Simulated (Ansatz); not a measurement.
**Molecular dynamics of C3H12AlN (part 4 of 4)**

Continued. System: C3H12AlN. Method: UKS PBE0-D4/STO-3G (Ansatz 0.2.0). It belongs to a series of runs on one base structure; here: dynamics from the start.

Geometry of the input (Å):
```
Al -0.3787  1.4720  0.9822
N  -0.4400  -0.1840  -0.5202
C  -1.2242  -1.3911  -0.4088
C  0.0311  0.0807  -1.8599
H  0.0526  2.8393  0.3982
H  -1.4471  1.4995  2.1002
H  0.5252  -0.0965  0.4191
C  1.4247  0.1451  1.4658
H  -1.5335  -1.5113  0.6307
H  -0.6375  -2.2702  -0.7074
H  -2.1220  -1.3526  -1.0362
H  0.5707  1.0307  -1.8528
H  -0.7980  0.1571  -2.5736
H  0.7085  -0.7102  -2.2097
H  1.9350  -0.8093  1.3300
H  1.1515  0.1784  2.5290
H  2.1817  0.9222  1.3134
```

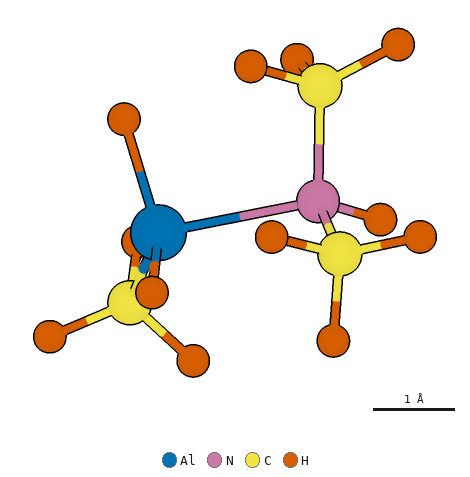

*The geometry at step 127 of the log (ball-and-stick view, seen at a tilt).*

Trajectory as extended XYZ, continued
```
17
Properties=species:S:1:pos:R:3:forces:R:3 step=98 time_fs=49.0 energy=-11247.16063 temperature=648.8
Al   -0.2676    1.0922    0.8459    3.8451  -1.6309   2.1977
N    -0.1587   -0.3860   -0.6433   -0.3499  -0.0295   1.3254
C    -1.4989   -1.2291   -0.3219    1.6645   0.9472  -2.8897
C    -0.1314    0.3272   -2.0687   -0.9361  -2.2576   1.5781
H     0.0435    2.4475    0.3166   -0.3138   0.1069  -0.8156
H    -1.4974    0.8743    1.6541   -0.5655  -0.2397  -0.3534
H     0.7089   -1.0936   -0.5246   -2.1496   1.8941  -0.5335
C     1.4543    0.6773    2.0329   -2.6401   1.1662  -0.1454
H    -1.6333   -1.5364    0.7108    0.4987   0.4421   0.7614
H    -1.4993   -2.1270   -0.9381    0.2034  -0.6286  -0.3051
H    -2.3562   -0.6456   -0.6877    0.0380   0.3553   0.4192
H     0.6703    1.0718   -2.1434    0.1961  -0.0275   0.3903
H    -1.1146    0.7950   -2.2037   -0.0398   0.3166   0.1561
H    -0.0391   -0.4375   -2.8506    0.2815  -0.0935  -0.2221
H     1.6679   -0.1353    2.7591   -0.2682  -0.5255  -1.2830
H     1.2285    1.4655    2.7897    0.6534   0.3035  -0.6644
H     2.3842    0.9609    1.5122   -0.1176  -0.0992   0.3841
17
Properties=species:S:1:pos:R:3:forces:R:3 step=104 time_fs=52.0 energy=-11247.56904 temperature=858.0
Al   -0.2454    1.0596    0.8541    2.4532   0.1641   1.8755
N    -0.1579   -0.4124   -0.6669   -1.5563   1.4447   0.9933
C    -1.4961   -1.2045   -0.3409    0.9122   0.2545  -1.9674
C    -0.1572    0.3272   -2.0671   -0.6800  -1.7242   1.4086
H     0.0036    2.4667    0.2172   -0.3885  -1.3205  -0.0720
H    -1.5882    0.8969    1.6314    0.8512  -0.2265  -0.9334
H     0.6737   -1.0932   -0.5912   -0.9256   0.7118  -0.2967
C     1.4483    0.7244    2.0727   -2.8922   1.6400  -1.3430
H    -1.5728   -1.5119    0.7242    0.4260   0.3358  -0.4328
H    -1.5606   -2.0795   -1.0087    0.2334  -0.3571   0.2393
H    -2.3798   -0.5989   -0.6353    0.5649   0.2973   0.4927
H     0.6932    1.0211   -2.1299    0.0196  -0.0119   0.2605
H    -1.1169    0.8590   -2.1812    0.2014   0.1872   0.3513
H    -0.1173   -0.4015   -2.8846    0.2603  -0.2896  -0.1926
H     1.5815   -0.0789    2.7845   -0.0635  -0.9061  -0.1807
H     1.2970    1.5946    2.7254    0.1207   0.1457   0.1504
H     2.3893    0.9511    1.5849    0.4633  -0.3452  -0.3530
17
Properties=species:S:1:pos:R:3:forces:R:3 step=110 time_fs=55.0 energy=-11247.89932 temperature=1029.5
Al   -0.2152    1.0272    0.8682    1.5552   0.8220   0.8911
N    -0.1689   -0.4281   -0.6847   -4.3663   4.2975   0.3562
C    -1.4862   -1.1782   -0.3741    0.7103  -0.6651  -0.8588
C    -0.1876    0.3149   -2.0558    0.1523  -0.8437   0.5152
H    -0.0668    2.3837    0.1081   -0.0710  -1.2012   0.1834
H    -1.6152    0.8988    1.5353    0.9820  -0.3855  -0.5569
H     0.5933   -1.0598   -0.6821    2.5626  -2.3370   0.0462
C     1.4228    0.7825    2.1034   -1.0198   0.8975  -1.6590
H    -1.4780   -1.4613    0.7077    0.0800  -0.1098  -0.8108
H    -1.6022   -2.0600   -1.0595    0.1515   0.3583   0.7106
H    -2.3604   -0.5261   -0.5446    0.3839   0.2430   0.0339
H     0.7152    0.9670   -2.0945   -0.4736  -0.2953   0.0595
H    -1.1026    0.9374   -2.1304    0.3483  -0.1701   0.2831
H    -0.1745   -0.3851   -2.9285    0.0312   0.1638   0.6220
H     1.4869   -0.0853    2.7846   -0.1928   0.4912  -0.1085
H     1.3771    1.7309    2.6706   -0.2826  -0.6342   0.5844
H     2.4205    0.9105    1.6341   -0.5512  -0.6314  -0.2917
17
Properties=species:S:1:pos:R:3:forces:R:3 step=115 time_fs=57.5 energy=-11248.15429 temperature=1159.8
Al   -0.1860    1.0021    0.8822    1.4826   0.5447   0.0182
N    -0.1948   -0.4241   -0.6975    1.3938   0.3206   0.1838
C    -1.4742   -1.1591   -0.4069    0.0418   0.0236  -0.0766
C    -0.2125    0.2998   -2.0430    0.3504   0.0415   0.2973
H    -0.1312    2.2387    0.0261    0.2909  -0.0632  -0.1563
H    -1.5776    0.8754    1.4190    0.0033  -0.5602   0.2792
H     0.6417   -1.1402   -0.7548   -1.7013   1.2227   0.3197
C     1.3951    0.8361    2.1201    0.1375  -0.1392  -1.4669
H    -1.3921   -1.4256    0.6474   -0.2146  -0.7318   0.2669
H    -1.6275   -2.0277   -1.0616   -0.1199  -0.1457  -0.0219
H    -2.3179   -0.4507   -0.4646    0.1643  -0.1064  -0.3284
H     0.7079    0.9060   -2.0605   -0.0627   0.0019  -0.1652
H    -1.0701    0.9940   -2.0699    0.0517  -0.2430   0.0360
H    -0.2192   -0.3654   -2.9316   -0.1749  -0.0726   0.4247
H     1.3965   -0.0675    2.7790   -0.1920   1.1622   0.0400
H     1.4275    1.8077    2.6606   -0.4036  -0.9637   0.5356
H     2.4171    0.8389    1.6552   -1.0474  -0.2913  -0.1861
17
Properties=species:S:1:pos:R:3:forces:R:3 step=121 time_fs=60.5 energy=-11247.92864 temperature=1043.9
Al   -0.1466    0.9735    0.8990    0.8533   0.5553  -0.9837
N    -0.2191   -0.4166   -0.7120    3.0690  -0.7420   0.1217
C    -1.4601   -1.1361   -0.4457   -1.0059  -0.0955   1.6778
C    -0.2401    0.2825   -2.0254    0.5440   1.3010   0.2572
H    -0.1850    2.0641   -0.0862    0.5467   0.9382  -0.3531
H    -1.5367    0.8033    1.3041   -0.8083  -0.5992   0.9901
H     0.5901   -1.1579   -0.8156   -1.4632   1.3089   0.5438
C     1.3621    0.8993    2.1303   -0.0332  -0.9047  -1.2515
H    -1.3075   -1.4387    0.5921   -0.5757  -0.8164   0.2938
H    -1.6679   -2.0012   -1.0693   -0.2476  -0.2552  -0.6664
H    -2.2551   -0.3713   -0.3944   -0.1600  -0.5328  -0.4959
H     0.6981    0.8349   -2.0341    0.4432   0.3080  -0.4508
H    -1.0287    1.0437   -1.9955   -0.2853  -0.1833  -0.2301
H    -0.2874   -0.3518   -2.9084   -0.3523  -0.5647  -0.2627
H     1.2730    0.0332    2.7823   -0.1884   0.1818   0.8155
H     1.4581    1.8323    2.6898   -0.2169  -0.1777   0.3519
H     2.3412    0.7337    1.6633   -0.1195   0.2783  -0.3577
17
Properties=species:S:1:pos:R:3:forces:R:3 step=127 time_fs=63.5 energy=-11247.42522 temperature=785.7
Al   -0.1052    0.9469    0.9124   -1.9118   1.4389  -2.5464
N    -0.2278   -0.4110   -0.7250   -0.4125   2.0628   1.1838
C    -1.4530   -1.1154   -0.4731   -1.8344  -2.2364   2.3744
C    -0.2634    0.2742   -2.0072    1.1538   1.8721  -1.3649
H    -0.1929    1.9594   -0.2177    0.6128   0.5877   0.7884
H    -1.5486    0.6834    1.2683    0.4042  -0.1458   0.8939
H     0.4562   -1.1038   -0.8373    3.2835  -2.8160  -0.0420
C     1.3291    0.9559    2.1323    0.0109  -1.6660   0.3151
H    -1.2720   -1.5166    0.5549   -0.8261  -0.1842  -0.6045
H    -1.7246   -1.9850   -1.1248    0.2058   0.9398  -0.1684
H    -2.2084   -0.3331   -0.3643   -0.7068  -0.3970  -0.3090
H     0.7164    0.7850   -2.0457   -0.2053  -0.0103  -0.6161
H    -1.0089    1.0769   -1.9398   -0.2387  -0.1924  -0.3430
H    -0.3837   -0.3777   -2.8961   -0.2374   0.0178   0.3694
H     1.1347    0.1552    2.8463    0.0701  -0.1877   0.3647
H     1.4714    1.8404    2.7456    0.1310   0.4577  -0.3300
H     2.2522    0.6490    1.6450    0.5010   0.4590   0.0346
17
Properties=species:S:1:pos:R:3:forces:R:3 step=133 time_fs=66.5 energy=-11247.21193 temperature=674.9
Al   -0.0696    0.9248    0.9178   -3.9223   1.6999  -3.5163
N    -0.2327   -0.3990   -0.7312    3.7870  -2.8688   1.7952
C    -1.4591   -1.1091   -0.4846   -2.3054  -1.8857   1.1513
C    -0.2790    0.2788   -1.9985    0.7832   1.3600  -2.5046
H    -0.1495    1.9074   -0.2848    0.4695   0.4097   1.5303
H    -1.5293    0.5514    1.3083    1.2593   0.3659   0.5940
H     0.5077   -1.1977   -0.8503   -0.7953   1.4796   0.3429
C     1.2967    1.0008    2.1370    0.9331  -1.9758   2.3518
H    -1.3033   -1.6144    0.4789   -0.5242  -0.0444   0.1176
H    -1.7669   -1.9007   -1.2007    0.2851   0.5850  -0.3531
H    -2.2172   -0.3303   -0.3603   -0.5619  -0.3641  -0.0252
H     0.7217    0.7375   -2.1085   -0.3402   0.0343  -0.5341
H    -1.0091    1.0946   -1.9127   -0.0888  -0.0698  -0.3080
H    -0.4993   -0.4039   -2.8568    0.0298   0.3971   0.4675
H     1.0058    0.2663    2.9357    0.6822   0.1408  -0.7926
H     1.4935    1.8806    2.7714    0.1688   0.2144  -1.1624
H     2.1984    0.6037    1.6332    0.1399   0.5217   0.8460
17
Properties=species:S:1:pos:R:3:forces:R:3 step=138 time_fs=69.0 energy=-11247.41949 temperature=782.0
Al   -0.0491    0.9105    0.9139   -3.6525   1.3264  -3.1225
N    -0.2218   -0.3994   -0.7280    3.4695  -3.2661   2.0505
C    -1.4764   -1.1141   -0.4873   -1.8320  -0.4616   0.0579
C    -0.2877    0.2902   -2.0041    0.0190   0.6939  -1.5382
H    -0.0826    1.8933   -0.2472    0.1853   0.7129   0.9924
H    -1.4382    0.4619    1.3821    0.7476   0.4015   0.3947
H     0.5353   -1.2184   -0.8432   -1.5090   2.0506   0.2443
C     1.2744    1.0276    2.1525    1.3941  -1.2996   2.1091
H    -1.3651   -1.7001    0.4187   -0.1930  -0.1947   0.5966
H    -1.7841   -1.7916   -1.2865    0.1524  -0.2172  -0.6228
H    -2.2608   -0.3517   -0.3597   -0.0283  -0.3094   0.1783
H     0.7062    0.7004   -2.1962    0.1198   0.2774  -0.3936
H    -1.0157    1.1046   -1.9100    0.0355   0.1204  -0.1490
H    -0.5956   -0.4040   -2.7970    0.0429  -0.0068  -0.3406
H     0.9385    0.3636    2.9690    0.7027  -0.3309  -0.2961
H     1.5223    1.9311    2.7232    0.0192   0.3030  -1.0105
H     2.1669    0.5983    1.6729    0.3268   0.2003   0.8495
17
Properties=species:S:1:pos:R:3:forces:R:3 step=144 time_fs=72.0 energy=-11247.70464 temperature=928.8
Al   -0.0347    0.8970    0.9005   -1.8436   0.6738  -1.7685
N    -0.1927   -0.4147   -0.7129   -2.3916   2.1736   1.7432
C    -1.5086   -1.1243   -0.4905   -0.5084  -0.9332  -0.9880
C    -0.2977    0.3081   -2.0203   -0.1158  -0.3633  -0.3467
H     0.0104    1.9361   -0.1331   -0.2110   1.1563  -0.2394
H    -1.2805    0.3824    1.5020   -0.6535   0.0291   0.2637
H     0.4890   -1.1259   -0.8209    2.4583  -2.5058  -0.4391
C     1.2570    1.0518    2.1838    1.8037  -0.3821   0.4110
H    -1.4544   -1.8119    0.3804    0.0504   0.3528  -0.4174
H    -1.7899   -1.6720   -1.4253    0.3125  -0.1540   0.6336
H    -2.3163   -0.3968   -0.3442    0.1959   0.2415   0.3565
H     0.6925    0.6751   -2.3299   -0.1372   0.1010   0.0285
H    -1.0199    1.1265   -1.9170    0.2017   0.2461   0.1019
H    -0.7071   -0.4034   -2.7500    0.2098   0.0035  -0.4901
H     0.9083    0.4521    2.9978    0.2572  -0.5877   1.0666
H     1.5563    2.0161    2.5916   -0.3434   0.2625  -0.2867
H     2.1587    0.6040    1.7828    0.7149  -0.3141   0.3708
17
Properties=species:S:1:pos:R:3:forces:R:3 step=150 time_fs=75.0 energy=-11247.68944 temperature=919.5
Al   -0.0265    0.8859    0.8813   -0.8504   0.7706  -0.4806
N    -0.1728   -0.4221   -0.6877   -0.6043   0.2256   0.1301
C    -1.5447   -1.1406   -0.5006    0.6232  -0.4593  -1.5695
C    -0.3087    0.3234   -2.0399   -0.2613  -1.2383  -0.1127
H     0.0853    2.0676   -0.0289   -0.5828   0.2274  -0.2092
H    -1.1693    0.3090    1.6407   -0.8608   0.0934  -0.3770
H     0.5810   -1.1722   -0.8252   -0.7268   0.3609   0.0535
C     1.2528    1.0721    2.2193    2.4179  -0.9627   0.1895
H    -1.5388   -1.8981    0.3145    0.3372   0.3274  -0.5036
H    -1.7731   -1.5691   -1.5161   -0.0206  -0.3951   1.1114
H    -2.3548   -0.4245   -0.3002    0.3992   0.3701   0.2322
H     0.6668    0.6582   -2.4600   -0.4121  -0.1280   0.5637
H    -1.0068    1.1673   -1.9165    0.3463   0.0773   0.2003
H    -0.7986   -0.3982   -2.7401    0.5476   0.5000   0.0372
H     0.9060    0.5050    3.0984    0.3654   0.8388   0.1724
H     1.5605    2.1162    2.4340   -0.6847  -0.6292   0.3284
H     2.2022    0.5896    1.9280   -0.0330   0.0211   0.2339
```

Key numbers

| quantity | value |
| --- | --- |
| outcome | finished |
| mean temperature over the second half | 915 K |
| trajectory | 150 steps, 75 fs |
| ensemble | nve |
| temperature in the input | 100.0 K |
| time step | 0.5 fs |
| potential energy (last step) | −11247.6895 eV |
| mean-field energy (last step) | −11247.4109 eV |
| largest force (length of the vector) (last step) | 2.609 eV/Å |
| wall time | 21 min |
| peak memory | 0.16 GiB |

Remarks

So short a trajectory is not equilibrated.
